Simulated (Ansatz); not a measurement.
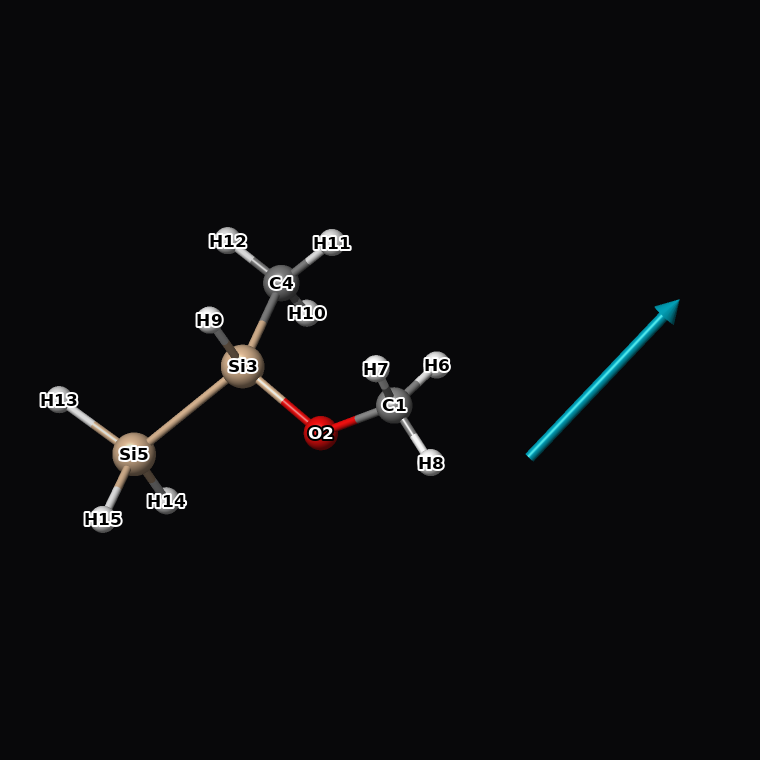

The arrow beside the molecule shows the direction of the dipole moment, from the negative to the positive end (its length means nothing). The computed structure is the end point of a PBE0-D4/def2-TZVP optimisation. No frequency run is at hand to confirm it as a minimum. Level of theory: RKS B3LYP-D4/def2-TZVPP (Ansatz 0.2.0).

**How large is the dipole moment?**

1.68 D; it points from the side of H15 to the side of H6, H11 (the outermost atoms at the two ends).
